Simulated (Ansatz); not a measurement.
# HCl (singlet): correlated methods under varied settings at distance Cl1–H2 = 1.548 Å

What do other methods and options give for HCl (singlet) at this geometry, and how long do they take?

Method: the settings change from run to run; program: Ansatz 0.2.0, Gaussian basis.

17 further runs of the same task are left out: 12 that didn't finish, 5 set aside as unsound or not needed.

### Step 1. The geometry

The geometry derives from a PBE0/def2-TZVP stationary point (not a proven minimum). One bond is set to the value named and the two fragments are kept rigid.

2 atoms, charge 0, spin multiplicity 1.

Atoms are counted from 1 here; the program's logs count them from 0.

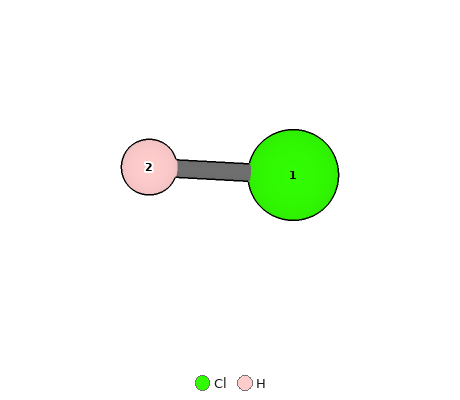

The geometry (chlorine green, hydrogen pink); atoms are numbered from 1 in the order of the file.

### Step 2. FCI/STO-3G

Contents of in.yaml:

```yaml
crystal:
  periodic: [false, false, false]
  atoms:
    - {symbol: Cl, position_ang: [0.000000, 0.000000, 0.000000]}
    - {symbol: H, position_ang: [0.000000, 0.000000, 1.548000]}
basis:
  gaussian: {orbitals: STO-3G}
correlation: {method: fci, electrons: valence}
scf: {lower_state_search: off}
```

The run is started by

```
ansatz run in.yaml --threads 1 --pin off --events-out ev --progress --plain --max-ram 2393MiB
```

What it wrote:

```text
Functional definition: HF
  name "HF"
  cite "Fock, Z. Phys. 61, 126 (1930) doi:10.1007/BF01340294"
  parent pbe
  exchange = exact_x
  correlation = 0
these checks for a lower state are left out or cut short: stability, starts, cluster_reference, orbital_swaps, neighbouring_geometries, increment
144 factors; integrals over basis functions are off by at most 4.1e-8 eV
mean field evaluation 1: about -12383.0896 eV, gradient 1.2e1 eV
mean field evaluation 2: about -12383.0880 eV, gradient 1.2e1 eV
mean field evaluation 4: about -12384.0864 eV, gradient 3.4e-2 eV
mean field evaluation 8: about -12384.0854 eV, gradient 2.2e-6 eV
mean field -12384.08544472 eV, -455.1067458590 hartree, gradient 2.2e-6 eV, S^2 0.000000; 0 other end points of the search recorded, 0 dependent functions left out
5 core orbitals not correlated: weight in the atoms' cores, before any rotation towards them, 1.000 or more for the frozen orbitals, at most 0.000 for the correlated occupied ones
reference -12384.08544472 eV, -455.1067458590 hartree; 4, 4 occupied and 1, 1 virtual orbitals, 144 factors
state -12384.95551080 eV, -455.1387201977 hartree
Total energy: -12384.95551080 eV, -455.1387201977 hartree
Checks for a lower state left out: stability, starts, cluster_reference, orbital_swaps, neighbouring_geometries, increment
```

Run time: 0.06 s. Hardware: 1 thread of Arm Neoverse V1, shared host.

From the report: 11 determinants, symmetry A1.

### Step 3. NEVPT4(SD)(6,4)/6-31G

Contents of in.yaml:

```yaml
crystal:
  periodic: [false, false, false]
  atoms:
    - {symbol: Cl, position_ang: [0.000000, 0.000000, 0.000000]}
    - {symbol: H, position_ang: [0.000000, 0.000000, 1.548000]}
basis:
  gaussian: {orbitals: 6-31G}
correlation: {method: fic_nevpt4_sd, electrons: outside_noble_gas, active_space: {window: {electrons: 6, orbitals: 4}}}
```

Launched as before.

What it wrote:

```text
Functional definition: HF
  name "HF"
  cite "Fock, Z. Phys. 61, 126 (1930) doi:10.1007/BF01340294"
  parent pbe
  exchange = exact_x
  correlation = 0
173 factors; integrals over basis functions are off by at most 2.9e-4 eV
mean field evaluation 1: about -12516.9823 eV, gradient 1.1e1 eV
mean field evaluation 2: about -12516.9820 eV, gradient 1.1e1 eV
mean field evaluation 4: about -12517.6096 eV, gradient 7.0e-1 eV
mean field evaluation 8: about -12517.6135 eV, gradient 7.3e-7 eV
mean field -12517.61348411 eV, -460.0138107980 hartree, gradient 2.0e-6 eV, S^2 0.000000; 0 other end points of the search recorded, 0 dependent functions left out
reference -12517.61348411 eV, -460.0138107980 hartree; 9, 9 occupied and 6, 6 virtual orbitals, 173 factors
state -12518.41556407 eV, -460.0432866927 hartree
state -12518.41556407 eV, -460.0432866927 hartree; corrected -12519.41750965 eV, -460.0801075137 hartree
Total energy: -12519.41750965 eV, -460.0801075137 hartree
```

It took 0.39 s on 1 thread of Arm Neoverse V1, shared host.

From the report: 10 determinants; active occupations 2.00, 2.00, 1.94, 0.06.

### Step 4. CASSCF(2,2)/cc-pVDZ

Contents of in.yaml:

```yaml
crystal:
  periodic: [false, false, false]
  atoms:
    - {symbol: Cl, position_ang: [0.000000, 0.000000, 0.000000]}
    - {symbol: H, position_ang: [0.000000, 0.000000, 1.548000]}
basis:
  gaussian: {orbitals: cc-pVDZ, point_charges: [{charge: 0.50, position_ang: [3.304, -0.608, -0.710]}]}
correlation: {active_space: {window: {electrons: 2, orbitals: 2}, states: [{multiplicity: 1, weights: [1, 0.5, 0.5]}], root: 2}}
```

The command is unchanged.

What it wrote:

```text
Functional definition: HF
  name "HF"
  cite "Fock, Z. Phys. 61, 126 (1930) doi:10.1007/BF01340294"
  parent pbe
  exchange = exact_x
  correlation = 0
405 factors; integrals over basis functions are off by at most 9.1e-8 eV
mean field evaluation 1: about -12518.3349 eV, gradient 1.2e1 eV
mean field evaluation 2: about -12518.3350 eV, gradient 1.2e1 eV
mean field evaluation 4: about -12518.9481 eV, gradient 9.8e-1 eV
mean field evaluation 8: about -12518.9546 eV, gradient 3.6e-4 eV
mean field -12518.95464709 eV, -460.0630976284 hartree, gradient 1.3e-6 eV, S^2 0.000000; 0 other end points of the search recorded, 0 dependent functions left out
reference -12518.95464709 eV, -460.0630976284 hartree; 9, 9 occupied and 14, 14 virtual orbitals, 405 factors
state -12518.77158655 eV, -460.0563702775 hartree
state -12512.80928722 eV, -459.8372598186 hartree
state -12501.74756683 eV, -459.4307490922 hartree
Total energy: -12501.74756683 eV, -459.4307490922 hartree
```

Wall time 0.24 s (1 thread of Arm Neoverse V1, shared host).

From the report: 4 determinants; active occupations (of the averaged states) 1.25, 0.75.

### Step 5. MRCISD+Q(relaxed)(6,4)/cc-pVDZ

Contents of in.yaml:

```yaml
crystal:
  periodic: [false, false, false]
  atoms:
    - {symbol: Cl, position_ang: [0.000000, 0.000000, 0.000000]}
    - {symbol: H, position_ang: [0.000000, 0.000000, 1.548000]}
basis:
  gaussian: {orbitals: cc-pVDZ, point_charges: [{charge: 1.00, position_ang: [4.170, -0.764, 0.960]}]}
correlation: {method: fic_mrcisd_q_relaxed, electrons: all, active_space: {window: {electrons: 6, orbitals: 4}, states: [{multiplicity: 1, weights: [1, 1]}]}}
scf: {lower_state_search: off}
```

Same command.

What it wrote, cut to the lines that bear on the results:

```text
Functional definition: HF
  name "HF"
  cite "Fock, Z. Phys. 61, 126 (1930) doi:10.1007/BF01340294"
  parent pbe
[...]
405 factors; integrals over basis functions are off by at most 9.1e-8 eV
[...]
mean field -12518.88211661 eV, -460.0604321824 hartree, gradient 1.2e-6 eV, S^2 0.000000; 0 other end points of the search recorded, 0 dependent functions left out
reference -12518.88211661 eV, -460.0604321824 hartree; 9, 9 occupied and 14, 14 virtual orbitals, 405 factors
state -12519.38251693 eV, -460.0788215548 hartree
state -12513.83182841 eV, -459.8748375144 hartree
contracted CI cycle   1: correlation 0.00000000 eV, 0.0000000000 hartree, residual 1.87e1 eV
contracted CI cycle   2: correlation -3.95635440 eV, -0.1453933425 hartree, residual 2.94e0 eV
contracted CI cycle   3: correlation -4.06625644 eV, -0.1494321678 hartree, residual 9.16e-1 eV
[...]
contracted CI cycle   1: correlation 0.00000000 eV, 0.0000000000 hartree, residual 1.84e1 eV
contracted CI cycle   2: correlation -3.92877259 eV, -0.1443797297 hartree, residual 2.82e0 eV
contracted CI cycle   3: correlation -4.02984803 eV, -0.1480941837 hartree, residual 8.13e-1 eV
contracted CI cycle   4: correlation -4.03935928 eV, -0.1484437155 hartree, residual 2.27e-1 eV
contracted CI cycle   5: correlation -4.04003153 eV, -0.1484684203 hartree, residual 5.39e-2 eV
contracted CI cycle   6: correlation -4.04006198 eV, -0.1484695394 hartree, residual 1.17e-2 eV
contracted CI cycle   7: correlation -4.04006337 eV, -0.1484695905 hartree, residual 2.37e-3 eV
contracted CI cycle   8: correlation -4.04006345 eV, -0.1484695935 hartree, residual 6.93e-4 eV
state -12513.83182841 eV, -459.8748375144 hartree; corrected -12518.11572110 eV, -460.0322676667 hartree
Total energy: -12520.90636159 eV, -460.1348218132 hartree
Checks for a lower state left out: stability, starts, cluster_reference, orbital_swaps, neighbouring_geometries, increment
```

Wall time 0.57 s (1 thread of Arm Neoverse V1, shared host).

From the report: 16 determinants; active occupations (of the averaged states) 2.00, 1.94, 1.50, 0.56.

### Step 6. MP2 on UHF/STO-3G

Contents of in.yaml:

```yaml
crystal:
  periodic: [false, false, false]
  atoms:
    - {symbol: Cl, position_ang: [0.000000, 0.000000, 0.000000]}
    - {symbol: H, position_ang: [0.000000, 0.000000, 1.548000]}
basis:
  gaussian: {orbitals: STO-3G}
magnetization: {spin_polarized: true, initial_magnetization: 0}
correlation: {method: mp2, electrons: outside_noble_gas}
```

Launched as before.

What it wrote:

```text
Functional definition: HF
  name "HF"
  cite "Fock, Z. Phys. 61, 126 (1930) doi:10.1007/BF01340294"
  parent pbe
  exchange = exact_x
  correlation = 0
102 factors; integrals over basis functions are off by at most 1.5e-5 eV
mean field evaluation 1: about -12383.0895 eV, gradient 8.5e0 eV
mean field evaluation 2: about -12383.0883 eV, gradient 8.5e0 eV
mean field evaluation 4: about -12384.0863 eV, gradient 2.4e-2 eV
mean field evaluation 8: about -12384.0854 eV, gradient 9.9e-7 eV
mean field -12384.08544282 eV, -455.1067457890 hartree, gradient 9.9e-7 eV, S^2 0.000000; 0 other end points of the search recorded, 0 dependent functions left out
5 core orbitals not correlated: weight in the atoms' cores, before any rotation towards them, 1.000 or more for the frozen orbitals, at most 0.000 for the correlated occupied ones
reference -12384.08544282 eV, -455.1067457890 hartree; 4, 4 occupied and 1, 1 virtual orbitals, 102 factors
second order -0.53270568 eV of doubles, -0.00000000 eV of singles
Total energy: -12384.61814850 eV, -455.1263223615 hartree
```

Wall time 0.06 s (1 thread of Arm Neoverse V1, shared host).

From the report: ⟨S²⟩ of the determinant 0.000 (pure singlet: 0.00).

### Step 7. CCSDT(Q)/B on RHF/cc-pVDZ

Contents of in.yaml:

```yaml
crystal:
  periodic: [false, false, false]
  atoms:
    - {symbol: Cl, position_ang: [0.000000, 0.000000, 0.000000]}
    - {symbol: H, position_ang: [0.000000, 0.000000, 1.548000]}
basis:
  gaussian: {orbitals: cc-pVDZ}
magnetization: {spin_polarized: false}
correlation: {method: ccsdt_q_b, electrons: outside_noble_gas}
```

Same command.

What it wrote, cut to the lines that bear on the results:

```text
Functional definition: HF
  name "HF"
  cite "Fock, Z. Phys. 61, 126 (1930) doi:10.1007/BF01340294"
  parent pbe
[...]
405 factors; integrals over basis functions are off by at most 9.1e-8 eV
[...]
mean field -12518.83435763 eV, -460.0586770722 hartree, gradient 2.5e-6 eV, S^2 0.000000; 0 other end points of the search recorded, 0 dependent functions left out
5 core orbitals not correlated: weight in the atoms' cores, before any rotation towards them, 1.000 or more for the frozen orbitals, at most 0.000 for the correlated occupied ones
reference -12518.83435763 eV, -460.0586770722 hartree; 4, 4 occupied and 14, 14 virtual orbitals, 405 factors
second order -4.06705498 eV of doubles, -0.00000000 eV of singles
cycle   1  -4.42943022 eV  change   -3.6e-1 eV  update   4.6e-2
[...]
cycle  11  -4.64606598 eV  change   -8.2e-7 eV  update   3.1e-7
perturbative correction -0.00847095 eV, -0.0003113016 hartree
Total energy: -12523.48889456 eV, -460.2297281493 hartree
```

Run time: 0.66 s. Hardware: 1 thread of Arm Neoverse V1, shared host.

From the report: correlation -4.6545 eV; T1 0.008; largest double amplitude 0.11.

### Step 8. MP2 on RHF/x2c-TZVPPall

Contents of in.yaml:

```yaml
crystal:
  periodic: [false, false, false]
  atoms:
    - {symbol: Cl, position_ang: [0.000000, 0.000000, 0.000000]}
    - {symbol: H, position_ang: [0.000000, 0.000000, 1.548000]}
basis:
  gaussian: {orbitals: x2c-TZVPPall}
magnetization: {spin_polarized: false}
correlation: {method: mp2, electrons: outside_noble_gas}
```

The command is unchanged.

What it wrote:

```text
Functional definition: HF
  name "HF"
  cite "Fock, Z. Phys. 61, 126 (1930) doi:10.1007/BF01340294"
  parent pbe
  exchange = exact_x
  correlation = 0
326 factors; integrals over basis functions are off by at most 1.4e-3 eV
mean field evaluation 1: about -12556.8230 eV, gradient 1.2e1 eV
mean field evaluation 2: about -12556.8231 eV, gradient 1.2e1 eV
mean field evaluation 4: about -12557.4204 eV, gradient 1.3e0 eV
mean field evaluation 8: about -12557.4316 eV, gradient 2.9e-5 eV
mean field -12557.43158994 eV, -461.4770991975 hartree, gradient 1.9e-6 eV, S^2 0.000000; 0 other end points of the search recorded, 0 dependent functions left out
5 core orbitals not correlated: weight in the atoms' cores, before any rotation towards them, 1.000 or more for the frozen orbitals, at most 0.000 for the correlated occupied ones
reference -12557.43158994 eV, -461.4770991975 hartree; 4, 4 occupied and 47, 47 virtual orbitals, 326 factors
second order -5.61391603 eV of doubles, -0.00000000 eV of singles
Total energy: -12563.04550597 eV, -461.6834068065 hartree
Relativity: scalar
```

Run time: 0.24 s. Hardware: 1 thread of Arm Neoverse V1, shared host.

### Step 9. CCSD on UHF/cc-pVDZ

Contents of in.yaml:

```yaml
crystal:
  periodic: [false, false, false]
  atoms:
    - {symbol: Cl, position_ang: [0.000000, 0.000000, 0.000000]}
    - {symbol: H, position_ang: [0.000000, 0.000000, 1.548000]}
basis:
  gaussian: {orbitals: cc-pVDZ, fitting: {mean_field: def2-universal-jkfit}}
magnetization: {spin_polarized: true, initial_magnetization: 0}
correlation: {method: ccsd, electrons: outside_noble_gas, diis_vectors: 4}
```

The command is unchanged.

What it wrote, cut to the lines that bear on the results:

```text
Functional definition: HF
  name "HF"
  cite "Fock, Z. Phys. 61, 126 (1930) doi:10.1007/BF01340294"
  parent pbe
[...]
146 factors; integrals over basis functions are off by at most 5.3e-1 eV
[...]
mean field -12518.83440783 eV, -460.0586789169 hartree, gradient 2.1e-6 eV, S^2 0.000000; 0 other end points of the search recorded, 0 dependent functions left out
5 core orbitals not correlated: weight in the atoms' cores, before any rotation towards them, 1.000 or more for the frozen orbitals, at most 0.000 for the correlated occupied ones
reference -12518.83440783 eV, -460.0586789169 hartree; 4, 4 occupied and 14, 14 virtual orbitals, 146 factors
second order -4.06495855 eV of doubles, -0.00000000 eV of singles
cycle   1  -4.42879690 eV  change   -3.6e-1 eV  update   4.0e-2
[...]
cycle   8  -4.55965844 eV  change    5.9e-6 eV  update   3.3e-6
Total energy: -12523.39406627 eV, -460.2262432741 hartree
```

Run time: 0.21 s. Hardware: 1 thread of Arm Neoverse V1, shared host.

From the report: ⟨S²⟩ of the determinant 0.000 (pure singlet: 0.00); correlation -4.5597 eV; T1 0.007; largest double amplitude 0.11.

### Step 10. CASSCF(4,5)/cc-pVDZ

Contents of in.yaml:

```yaml
crystal:
  periodic: [false, false, false]
  atoms:
    - {symbol: Cl, position_ang: [0.000000, 0.000000, 0.000000]}
    - {symbol: H, position_ang: [0.000000, 0.000000, 1.548000]}
basis:
  gaussian: {orbitals: cc-pVDZ, fitting: {mean_field: def2-universal-jkfit}}
correlation: {active_space: {window: {electrons: 4, orbitals: 5}}}
```

Same command.

What it wrote:

```text
Functional definition: HF
  name "HF"
  cite "Fock, Z. Phys. 61, 126 (1930) doi:10.1007/BF01340294"
  parent pbe
  exchange = exact_x
  correlation = 0
146 factors; integrals over basis functions are off by at most 5.3e-1 eV
mean field evaluation 1: about -12518.2207 eV, gradient 1.2e1 eV
mean field evaluation 2: about -12518.7671 eV, gradient 4.8e0 eV
mean field evaluation 4: about -12518.8342 eV, gradient 2.0e-1 eV
mean field -12518.83440783 eV, -460.0586789169 hartree, gradient 1.2e-6 eV, S^2 0.000000; 0 other end points of the search recorded, 0 dependent functions left out
reference -12518.83440783 eV, -460.0586789169 hartree; 9, 9 occupied and 14, 14 virtual orbitals, 146 factors
state -12520.09415316 eV, -460.1049737041 hartree
Total energy: -12520.09415316 eV, -460.1049737041 hartree
```

Run time: 0.6 s. Hardware: 1 thread of Arm Neoverse V1, shared host.

From the report: 100 determinants; active occupations 1.99, 1.95, 0.05, 0.01, 0.01.

### Step 11. The runs in one table

Where basis and cores are those of an earlier FCI/cc-pVDZ run (-12523.4897 eV), and the state is the same kind, the miss against it is given.

| level | correlated | functions | energy (eV) | from FCI (meV) | time |
| --- | --- | --- | --- | --- | --- |
| FCI/STO-3G | valence | 10 | -12384.9555 |  | 0.06 s |
| NEVPT4(SD)(6,4)/6-31G | outside noble gas | 15 | -12519.4175 |  | 0.39 s |
| CASSCF(2,2)/cc-pVDZ (excited root 2 of an average, beside a point charge) |  | 23 | -12501.7476 |  | 0.24 s |
| MRCISD+Q(relaxed)(6,4)/cc-pVDZ (mean of several states, beside a point charge) | all | 23 | -12520.9064 |  | 0.57 s |
| MP2 on UHF/STO-3G | outside noble gas | 10 | -12384.6181 |  | 0.06 s |
| CCSDT(Q)/B on RHF/cc-pVDZ | outside noble gas | 23 | -12523.4889 | 0.8 | 0.66 s |
| MP2 on RHF/x2c-TZVPPall | outside noble gas | 56 | -12563.0455 |  | 0.24 s |
| CCSD on UHF/cc-pVDZ | outside noble gas | 23 | -12523.3941 | 95.7 | 0.21 s |
| CASSCF(4,5)/cc-pVDZ |  | 23 | -12520.0942 | 3395.6 | 0.6 s |

### Step 12. Results

| quantity | value |
| --- | --- |
| runs | 9 |
| quickest | FCI/STO-3G, 0.06 s |
| slowest | CCSDT(Q)/B on RHF/cc-pVDZ, 0.66 s |

**Reading.** Total energies in different bases, with other cores or another treatment of relativity can't be set against each other. CCSDT(Q)/B on RHF/cc-pVDZ took 11 times as long as FCI/STO-3G; the jobs differ in more than the method. Among the correlated runs with a miss given, it spans +1 to +96 meV. Hartree-Fock, CASSCF and CASCI lack dynamic correlation by design.
